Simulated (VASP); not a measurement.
**Li16B: molecular dynamics (part 1 of 7)**

System: Li16B (defect cell, 17 atoms in the cell).
Method: Kohn-Sham DFT of a periodic cell, PBE, VASP PAW PBE potentials, recommended, no spin polarisation (VASP 6.6.1).

It belongs to a series of runs on one base structure; here: dynamics from the last frame of the run before.

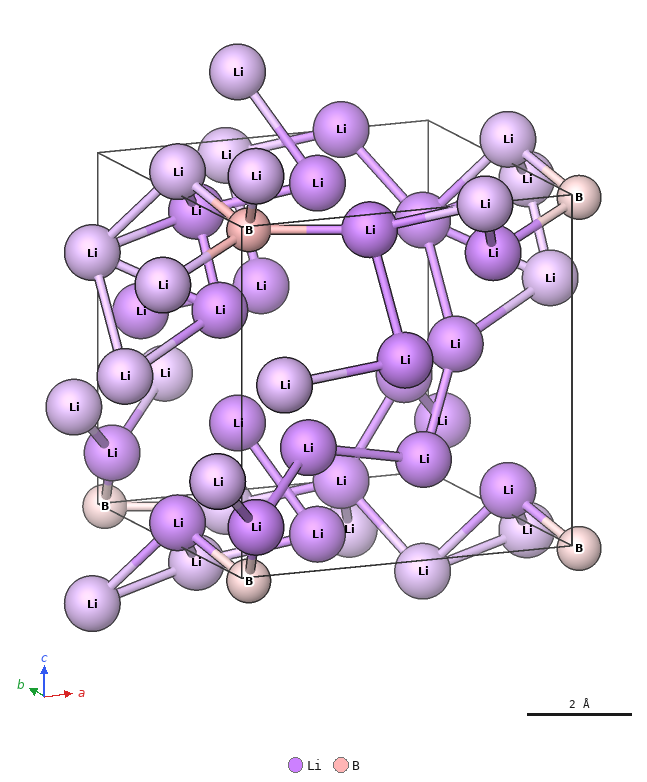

The starting structure (ball-and-stick view of the cell of the calculation, seen slightly off an axis; neighbours outside the cell are drawn fainter). An atom can appear more than once, as a periodic image.

INCAR
```
SYSTEM = Li16B
PREC = Accurate
ENCUT = 520
EDIFF = 1E-5
ISMEAR = -1
SIGMA = 0.15
LREAL = Auto
LASPH = .TRUE.
NELM = 100
ALGO = Normal
ISIF = 2
LWAVE = .FALSE.
LCHARG = .FALSE.
GGA = PE
NBANDS = 40
IBRION = 0
NSW = 40
POTIM = 1.0
TEBEG = 1680.0
TEEND = 1680.0
ISYM = 0
NELMIN = 4
RANDOM_SEED = 175522 0 0
MDALGO = 2
SMASS = 0
```

KPOINTS
```
regular mesh
0
G
  2 2 2
  0 0 0
```

POSCAR
```
Li16B
1.0
    6.9800000000      0.0000000000      0.0000000000
    0.0000000000      6.9800000000      0.0000000000
    0.0000000000      0.0000000000      6.9800000000
Li B
16 1
Direct
    0.0415196500     -0.0043618100      0.1419418300
    0.4204349900      0.0758834200     -0.0623693300
    0.0106538800      0.4696639100      0.0572851100
    0.1072088900     -0.0524384600      0.5508793600
    0.3006662700      0.2262069500      0.2959764200
    0.4483767200      0.5023704100     -0.0226861700
    0.4833091800     -0.0257986500      0.5816254700
    0.6734800800      0.2823525500      0.2162150200
   -0.1787545300      0.7559347300      0.3434973000
    0.2775205100      0.6656104000      0.2753177400
    0.1578637300      0.5138581000      0.6396965200
    0.8159267100      0.3884481300      0.5094155500
    0.6629154200      0.8306405700      0.0408285100
    0.8021110800      0.0934470000      0.8331745500
    0.1696092800      0.7035683100      0.8803868400
    0.8278119200      0.6427246700      0.8073029800
    0.1106308200      0.2047643300     -0.0611856900
```

Hardware: 1 thread of AMD EPYC (Zen 5), 450 GiB of memory available, shared host.

Run as:
```bash
cat potpaw_PBE.64/Li_sv/POTCAR potpaw_PBE.64/B/POTCAR > POTCAR
mpirun -np 1 vasp_std > vasp.out
```

OSZICAR
```
N       E                     dE             d eps       ncg     rms          rms(c)
DAV:   1     0.307566695845E+03    0.30757E+03   -0.22429E+04   640   0.127E+03
DAV:   2     0.450985313563E+02   -0.26247E+03   -0.24553E+03   640   0.342E+02
DAV:   3    -0.169437863048E+02   -0.62042E+02   -0.60492E+02  1200   0.878E+01
DAV:   4    -0.314592831026E+02   -0.14515E+02   -0.14250E+02  1096   0.647E+01
DAV:   5    -0.348103408396E+02   -0.33511E+01   -0.33495E+01  1152   0.201E+01    0.647E+00
DAV:   6    -0.330322080914E+02    0.17781E+01   -0.14613E+01   824   0.115E+01    0.434E+00
DAV:   7    -0.320445151305E+02    0.98769E+00   -0.26142E+00   896   0.434E+00    0.126E+00
DAV:   8    -0.320134974216E+02    0.31018E-01   -0.43172E-01   928   0.183E+00    0.520E-01
DAV:   9    -0.320080993706E+02    0.53981E-02   -0.90594E-02   992   0.779E-01    0.364E-01
DAV:  10    -0.320055653311E+02    0.25340E-02   -0.20991E-02   888   0.439E-01    0.105E-01
DAV:  11    -0.320054949266E+02    0.70405E-04   -0.25693E-03   904   0.178E-01    0.477E-02
DAV:  12    -0.320054783236E+02    0.16603E-04   -0.51198E-04  1016   0.871E-02    0.163E-02
DAV:  13    -0.320054805672E+02   -0.22436E-05   -0.92198E-05  1024   0.392E-02
      1 T=  1682. E= -.28525807E+02 F= -.32005481E+02 E0= -.31768135E+02  EK= 0.34797E+01 SP= 0.00E+00 SK= 0.00E+00
       N       E                     dE             d eps       ncg     rms          rms(c)
DAV:   1    -0.319381115154E+02    0.67367E-01   -0.42776E+01   640   0.391E+01    0.448E-01
DAV:   2    -0.320187517843E+02   -0.80640E-01   -0.84857E-01   736   0.472E+00    0.152E-01
DAV:   3    -0.320262755256E+02   -0.75237E-02   -0.83996E-02  1208   0.121E+00    0.155E-01
DAV:   4    -0.320261450877E+02    0.13044E-03   -0.15936E-03  1056   0.162E-01    0.115E-01
DAV:   5    -0.320260155161E+02    0.12957E-03   -0.39853E-04  1056   0.122E-01    0.274E-02
DAV:   6    -0.320260451574E+02   -0.29641E-04   -0.26729E-04  1024   0.656E-02    0.167E-02
DAV:   7    -0.320260498241E+02   -0.46667E-05   -0.29413E-05   704   0.240E-02
      2 T=  1690. E= -.28531100E+02 F= -.32026050E+02 E0= -.31788968E+02  EK= 0.34948E+01 SP= 0.14E-03 SK= 0.46E-06
       N       E                     dE             d eps       ncg     rms          rms(c)
DAV:   1    -0.320339745264E+02   -0.79294E-02   -0.45989E-01   640   0.725E+00    0.161E-01
DAV:   2    -0.320500094987E+02   -0.16035E-01   -0.16088E-01   648   0.236E+00    0.563E-02
DAV:   3    -0.320513539667E+02   -0.13445E-02   -0.13287E-02  1088   0.508E-01    0.530E-02
DAV:   4    -0.320513702429E+02   -0.16276E-04   -0.25381E-04   944   0.792E-02    0.426E-02
DAV:   5    -0.320513694036E+02    0.83924E-06   -0.15521E-05   632   0.244E-02
      3 T=  1702. E= -.28531467E+02 F= -.32051369E+02 E0= -.31814561E+02  EK= 0.35191E+01 SP= 0.84E-03 SK= 0.72E-05
       N       E                     dE             d eps       ncg     rms          rms(c)
DAV:   1    -0.320779485727E+02   -0.26578E-01   -0.22708E-02   704   0.532E+00    0.501E-02
DAV:   2    -0.320806145483E+02   -0.26660E-02   -0.25181E-02   656   0.101E+00    0.256E-02
DAV:   3    -0.320806959311E+02   -0.81383E-04   -0.78801E-04  1056   0.113E-01    0.200E-02
DAV:   4    -0.320806941819E+02    0.17492E-05   -0.19095E-05   680   0.268E-02
      4 T=  1715. E= -.28531493E+02 F= -.32080694E+02 E0= -.31844161E+02  EK= 0.35465E+01 SP= 0.27E-02 SK= 0.39E-04
       N       E                     dE             d eps       ncg     rms          rms(c)
DAV:   1    -0.321111622292E+02   -0.30466E-01   -0.21489E-02   752   0.532E+00    0.491E-02
DAV:   2    -0.321136415814E+02   -0.24794E-02   -0.23153E-02   680   0.975E-01    0.308E-02
DAV:   3    -0.321137187562E+02   -0.77175E-04   -0.74320E-04  1056   0.113E-01    0.254E-02
DAV:   4    -0.321137197862E+02   -0.10301E-05   -0.32063E-05   736   0.387E-02
      5 T=  1729. E= -.28531598E+02 F= -.32113720E+02 E0= -.31877434E+02  EK= 0.35756E+01 SP= 0.64E-02 SK= 0.13E-03
       N       E                     dE             d eps       ncg     rms          rms(c)
DAV:   1    -0.321467722664E+02   -0.33054E-01   -0.24060E-02   704   0.536E+00    0.459E-02
DAV:   2    -0.321495352840E+02   -0.27630E-02   -0.26010E-02   680   0.103E+00    0.252E-02
DAV:   3    -0.321496203890E+02   -0.85105E-04   -0.84099E-04  1056   0.119E-01    0.221E-02
DAV:   4    -0.321496172174E+02    0.31715E-05   -0.17713E-05   616   0.270E-02
      6 T=  1743. E= -.28531572E+02 F= -.32149617E+02 E0= -.31913511E+02  EK= 0.36051E+01 SP= 0.13E-01 SK= 0.34E-03
       N       E                     dE             d eps       ncg     rms          rms(c)
DAV:   1    -0.321848661193E+02   -0.35246E-01   -0.22703E-02   768   0.536E+00    0.448E-02
DAV:   2    -0.321875079245E+02   -0.26418E-02   -0.24734E-02   672   0.100E+00    0.250E-02
DAV:   3    -0.321875888085E+02   -0.80884E-04   -0.78378E-04  1056   0.115E-01    0.219E-02
DAV:   4    -0.321875900779E+02   -0.12694E-05   -0.37183E-05   680   0.249E-02
      7 T=  1757. E= -.28531425E+02 F= -.32187590E+02 E0= -.31951567E+02  EK= 0.36333E+01 SP= 0.22E-01 SK= 0.75E-03
       N       E                     dE             d eps       ncg     rms          rms(c)
DAV:   1    -0.322242006236E+02   -0.36612E-01   -0.24006E-02   720   0.537E+00    0.385E-02
DAV:   2    -0.322269440716E+02   -0.27434E-02   -0.25719E-02   656   0.103E+00    0.202E-02
DAV:   3    -0.322270448124E+02   -0.10074E-03   -0.96026E-04  1064   0.120E-01    0.207E-02
DAV:   4    -0.322270457424E+02   -0.93001E-06   -0.22577E-05   688   0.218E-02
      8 T=  1769. E= -.28531293E+02 F= -.32227046E+02 E0= -.31991019E+02  EK= 0.36588E+01 SP= 0.36E-01 SK= 0.14E-02
       N       E                     dE             d eps       ncg     rms          rms(c)
DAV:   1    -0.322643578301E+02   -0.37313E-01   -0.25293E-02   736   0.540E+00    0.522E-02
DAV:   2    -0.322670593660E+02   -0.27015E-02   -0.25403E-02   648   0.103E+00    0.371E-02
DAV:   3    -0.322671648955E+02   -0.10553E-03   -0.11042E-03  1152   0.121E-01    0.236E-02
DAV:   4    -0.322671722105E+02   -0.73151E-05   -0.71690E-05   776   0.289E-02
      9 T=  1779. E= -.28531299E+02 F= -.32267172E+02 E0= -.32030976E+02  EK= 0.36798E+01 SP= 0.54E-01 SK= 0.25E-02
       N       E                     dE             d eps       ncg     rms          rms(c)
DAV:   1    -0.323035302936E+02   -0.36365E-01   -0.24731E-02   736   0.540E+00    0.649E-02
DAV:   2    -0.323062224368E+02   -0.26921E-02   -0.25401E-02   656   0.104E+00    0.294E-02
DAV:   3    -0.323063102501E+02   -0.87813E-04   -0.84808E-04  1096   0.115E-01    0.151E-02
DAV:   4    -0.323063173813E+02   -0.71311E-05   -0.79708E-05   768   0.332E-02
     10 T=  1786. E= -.28531009E+02 F= -.32306317E+02 E0= -.32069802E+02  EK= 0.36946E+01 SP= 0.77E-01 SK= 0.39E-02
       N       E                     dE             d eps       ncg     rms          rms(c)
DAV:   1    -0.323416302998E+02   -0.35320E-01   -0.26226E-02   752   0.542E+00    0.417E-02
DAV:   2    -0.323443707906E+02   -0.27405E-02   -0.25595E-02   656   0.104E+00    0.183E-02
DAV:   3    -0.323444653661E+02   -0.94576E-04   -0.89249E-04  1072   0.121E-01    0.175E-02
DAV:   4    -0.323444674070E+02   -0.20409E-05   -0.27052E-05   656   0.220E-02
     11 T=  1790. E= -.28531046E+02 F= -.32344467E+02 E0= -.32107510E+02  EK= 0.37022E+01 SP= 0.11E+00 SK= 0.58E-02
       N       E                     dE             d eps       ncg     rms          rms(c)
DAV:   1    -0.323779484675E+02   -0.33483E-01   -0.28035E-02   688   0.544E+00    0.512E-02
DAV:   2    -0.323807728278E+02   -0.28244E-02   -0.26511E-02   648   0.105E+00    0.395E-02
DAV:   3    -0.323808834098E+02   -0.11058E-03   -0.11672E-03  1088   0.126E-01    0.271E-02
DAV:   4    -0.323808891285E+02   -0.57186E-05   -0.80060E-05   752   0.319E-02
     12 T=  1790. E= -.28530918E+02 F= -.32380889E+02 E0= -.32143300E+02  EK= 0.37022E+01 SP= 0.14E+00 SK= 0.81E-02
       N       E                     dE             d eps       ncg     rms          rms(c)
DAV:   1    -0.324121892964E+02   -0.31306E-01   -0.26789E-02   720   0.539E+00    0.680E-02
DAV:   2    -0.324148965543E+02   -0.27073E-02   -0.25550E-02   656   0.102E+00    0.338E-02
DAV:   3    -0.324149784396E+02   -0.81885E-04   -0.82629E-04  1104   0.111E-01    0.189E-02
DAV:   4    -0.324149779200E+02    0.51952E-06   -0.41752E-05   776   0.306E-02
     13 T=  1786. E= -.28530657E+02 F= -.32414978E+02 E0= -.32176599E+02  EK= 0.36939E+01 SP= 0.18E+00 SK= 0.11E-01
       N       E                     dE             d eps       ncg     rms          rms(c)
DAV:   1    -0.324436614129E+02   -0.28683E-01   -0.26693E-02   704   0.537E+00    0.474E-02
DAV:   2    -0.324464638657E+02   -0.28025E-02   -0.26256E-02   648   0.102E+00    0.208E-02
DAV:   3    -0.324465713820E+02   -0.10752E-03   -0.10341E-03  1048   0.124E-01    0.218E-02
DAV:   4    -0.324465754743E+02   -0.40922E-05   -0.31692E-05   688   0.234E-02
     14 T=  1778. E= -.28530476E+02 F= -.32446575E+02 E0= -.32207253E+02  EK= 0.36775E+01 SP= 0.23E+00 SK= 0.13E-01
       N       E                     dE             d eps       ncg     rms          rms(c)
DAV:   1    -0.324723184372E+02   -0.25747E-01   -0.30163E-02   656   0.534E+00    0.423E-02
DAV:   2    -0.324751684309E+02   -0.28500E-02   -0.26618E-02   664   0.102E+00    0.315E-02
DAV:   3    -0.324752733473E+02   -0.10492E-03   -0.10144E-03  1064   0.116E-01    0.234E-02
DAV:   4    -0.324752754720E+02   -0.21246E-05   -0.22732E-05   712   0.211E-02
     15 T=  1766. E= -.28530259E+02 F= -.32475275E+02 E0= -.32234894E+02  EK= 0.36531E+01 SP= 0.28E+00 SK= 0.16E-01
       N       E                     dE             d eps       ncg     rms          rms(c)
DAV:   1    -0.324984875293E+02   -0.23214E-01   -0.26169E-02   696   0.528E+00    0.568E-02
DAV:   2    -0.325011158343E+02   -0.26283E-02   -0.24664E-02   664   0.993E-01    0.258E-02
DAV:   3    -0.325012080902E+02   -0.92256E-04   -0.87335E-04  1096   0.108E-01    0.122E-02
DAV:   4    -0.325012104243E+02   -0.23341E-05   -0.19274E-05   672   0.184E-02
     16 T=  1751. E= -.28530253E+02 F= -.32501210E+02 E0= -.32259612E+02  EK= 0.36215E+01 SP= 0.33E+00 SK= 0.19E-01
       N       E                     dE             d eps       ncg     rms          rms(c)
DAV:   1    -0.325210622870E+02   -0.19854E-01   -0.27721E-02   688   0.524E+00    0.474E-02
DAV:   2    -0.325237259052E+02   -0.26636E-02   -0.24838E-02   640   0.981E-01    0.149E-02
DAV:   3    -0.325238244741E+02   -0.98569E-04   -0.90750E-04  1080   0.109E-01    0.116E-02
DAV:   4    -0.325238257937E+02   -0.13197E-05   -0.14908E-05   608   0.172E-02
     17 T=  1733. E= -.28529927E+02 F= -.32523826E+02 E0= -.32280969E+02  EK= 0.35836E+01 SP= 0.39E+00 SK= 0.21E-01
       N       E                     dE             d eps       ncg     rms          rms(c)
DAV:   1    -0.325404624056E+02   -0.16638E-01   -0.28150E-02   688   0.520E+00    0.415E-02
DAV:   2    -0.325431239292E+02   -0.26615E-02   -0.24845E-02   656   0.981E-01    0.207E-02
DAV:   3    -0.325432193761E+02   -0.95447E-04   -0.89208E-04  1064   0.108E-01    0.148E-02
DAV:   4    -0.325432211082E+02   -0.17321E-05   -0.16476E-05   648   0.181E-02
     18 T=  1712. E= -.28529769E+02 F= -.32543221E+02 E0= -.32299033E+02  EK= 0.35403E+01 SP= 0.45E+00 SK= 0.23E-01
       N       E                     dE             d eps       ncg     rms          rms(c)
DAV:   1    -0.325566058737E+02   -0.13386E-01   -0.26758E-02   656   0.516E+00    0.506E-02
DAV:   2    -0.325591381340E+02   -0.25323E-02   -0.23624E-02   640   0.951E-01    0.163E-02
DAV:   3    -0.325592321348E+02   -0.94001E-04   -0.85782E-04  1072   0.104E-01    0.830E-03
DAV:   4    -0.325592342628E+02   -0.21281E-05   -0.16140E-05   600   0.170E-02
     19 T=  1689. E= -.28529586E+02 F= -.32559234E+02 E0= -.32313696E+02  EK= 0.34927E+01 SP= 0.51E+00 SK= 0.24E-01
       N       E                     dE             d eps       ncg     rms          rms(c)
DAV:   1    -0.325693675280E+02   -0.10135E-01   -0.26246E-02   656   0.509E+00    0.393E-02
DAV:   2    -0.325718459838E+02   -0.24785E-02   -0.23055E-02   640   0.935E-01    0.183E-02
DAV:   3    -0.325719357220E+02   -0.89738E-04   -0.82963E-04  1056   0.103E-01    0.133E-02
DAV:   4    -0.325719371835E+02   -0.14615E-05   -0.14328E-05   624   0.171E-02
     20 T=  1664. E= -.28529445E+02 F= -.32571937E+02 E0= -.32325026E+02  EK= 0.34422E+01 SP= 0.58E+00 SK= 0.23E-01
       N       E                     dE             d eps       ncg     rms          rms(c)
DAV:   1    -0.325787681205E+02   -0.68324E-02   -0.25916E-02   656   0.505E+00    0.477E-02
DAV:   2    -0.325811981701E+02   -0.24300E-02   -0.22577E-02   640   0.924E-01    0.154E-02
DAV:   3    -0.325812880104E+02   -0.89840E-04   -0.81995E-04  1064   0.101E-01    0.883E-03
DAV:   4    -0.325812899612E+02   -0.19508E-05   -0.15372E-05   640   0.167E-02
     21 T=  1639. E= -.28529385E+02 F= -.32581290E+02 E0= -.32333029E+02  EK= 0.33899E+01 SP= 0.64E+00 SK= 0.22E-01
       N       E                     dE             d eps       ncg     rms          rms(c)
DAV:   1    -0.325847729017E+02   -0.34849E-02   -0.25880E-02   656   0.499E+00    0.406E-02
DAV:   2    -0.325871161583E+02   -0.23433E-02   -0.21749E-02   648   0.903E-01    0.163E-02
DAV:   3    -0.325872021860E+02   -0.86028E-04   -0.78512E-04  1064   0.100E-01    0.115E-02
DAV:   4    -0.325872038425E+02   -0.16565E-05   -0.14401E-05   608   0.171E-02
     22 T=  1614. E= -.28529263E+02 F= -.32587204E+02 E0= -.32337627E+02  EK= 0.33372E+01 SP= 0.70E+00 SK= 0.21E-01
       N       E                     dE             d eps       ncg     rms          rms(c)
DAV:   1    -0.325874485046E+02   -0.24632E-03   -0.25858E-02   656   0.493E+00    0.418E-02
DAV:   2    -0.325897507097E+02   -0.23022E-02   -0.21392E-02   656   0.894E-01    0.161E-02
DAV:   3    -0.325898355786E+02   -0.84869E-04   -0.77893E-04  1064   0.998E-02    0.103E-02
DAV:   4    -0.325898375347E+02   -0.19561E-05   -0.15823E-05   656   0.170E-02
     23 T=  1589. E= -.28529115E+02 F= -.32589838E+02 E0= -.32338998E+02  EK= 0.32853E+01 SP= 0.76E+00 SK= 0.18E-01
       N       E                     dE             d eps       ncg     rms          rms(c)
DAV:   1    -0.325870484976E+02    0.27871E-02   -0.23406E-02   656   0.490E+00    0.407E-02
DAV:   2    -0.325892681230E+02   -0.22196E-02   -0.20586E-02   656   0.878E-01    0.158E-02
DAV:   3    -0.325893477398E+02   -0.79617E-04   -0.72384E-04  1032   0.964E-02    0.105E-02
DAV:   4    -0.325893495524E+02   -0.18126E-05   -0.14610E-05   592   0.177E-02
     24 T=  1564. E= -.28529101E+02 F= -.32589350E+02 E0= -.32337303E+02  EK= 0.32354E+01 SP= 0.81E+00 SK= 0.15E-01
       N       E                     dE             d eps       ncg     rms          rms(c)
DAV:   1    -0.325833630690E+02    0.59847E-02   -0.24418E-02   672   0.483E+00    0.421E-02
DAV:   2    -0.325855413810E+02   -0.21783E-02   -0.20188E-02   648   0.865E-01    0.141E-02
DAV:   3    -0.325856212011E+02   -0.79820E-04   -0.72367E-04  1064   0.967E-02    0.893E-03
DAV:   4    -0.325856230748E+02   -0.18736E-05   -0.14699E-05   624   0.170E-02
     25 T=  1542. E= -.28529067E+02 F= -.32585623E+02 E0= -.32332437E+02  EK= 0.31885E+01 SP= 0.86E+00 SK= 0.11E-01
       N       E                     dE             d eps       ncg     rms          rms(c)
DAV:   1    -0.325766594360E+02    0.89618E-02   -0.27625E-02   672   0.480E+00    0.372E-02
DAV:   2    -0.325788150182E+02   -0.21556E-02   -0.19968E-02   672   0.855E-01    0.157E-02
DAV:   3    -0.325788994030E+02   -0.84385E-04   -0.77360E-04  1048   0.100E-01    0.111E-02
DAV:   4    -0.325789011343E+02   -0.17314E-05   -0.14659E-05   600   0.174E-02
     26 T=  1521. E= -.28528945E+02 F= -.32578901E+02 E0= -.32324637E+02  EK= 0.31456E+01 SP= 0.90E+00 SK= 0.76E-02
       N       E                     dE             d eps       ncg     rms          rms(c)
DAV:   1    -0.325676705521E+02    0.11229E-01   -0.27001E-02   672   0.478E+00    0.395E-02
DAV:   2    -0.325697920925E+02   -0.21215E-02   -0.19671E-02   664   0.856E-01    0.143E-02
DAV:   3    -0.325698742626E+02   -0.82170E-04   -0.75348E-04  1040   0.988E-02    0.905E-03
DAV:   4    -0.325698759474E+02   -0.16848E-05   -0.14270E-05   568   0.176E-02
     27 T=  1503. E= -.28528996E+02 F= -.32569876E+02 E0= -.32314603E+02  EK= 0.31080E+01 SP= 0.93E+00 SK= 0.44E-02
       N       E                     dE             d eps       ncg     rms          rms(c)
DAV:   1    -0.325563810129E+02    0.13493E-01   -0.23624E-02   688   0.478E+00    0.368E-02
DAV:   2    -0.325584198125E+02   -0.20388E-02   -0.18884E-02   664   0.841E-01    0.144E-02
DAV:   3    -0.325584962037E+02   -0.76391E-04   -0.69596E-04  1064   0.958E-02    0.101E-02
DAV:   4    -0.325584977652E+02   -0.15616E-05   -0.11481E-05   536   0.160E-02
     28 T=  1488. E= -.28528804E+02 F= -.32558498E+02 E0= -.32302267E+02  EK= 0.30767E+01 SP= 0.95E+00 SK= 0.19E-02
       N       E                     dE             d eps       ncg     rms          rms(c)
DAV:   1    -0.325435384530E+02    0.14958E-01   -0.25318E-02   704   0.472E+00    0.407E-02
DAV:   2    -0.325455462437E+02   -0.20078E-02   -0.18585E-02   672   0.834E-01    0.118E-02
DAV:   3    -0.325456215259E+02   -0.75282E-04   -0.68146E-04  1064   0.957E-02    0.735E-03
DAV:   4    -0.325456229897E+02   -0.14637E-05   -0.11274E-05   552   0.158E-02
```
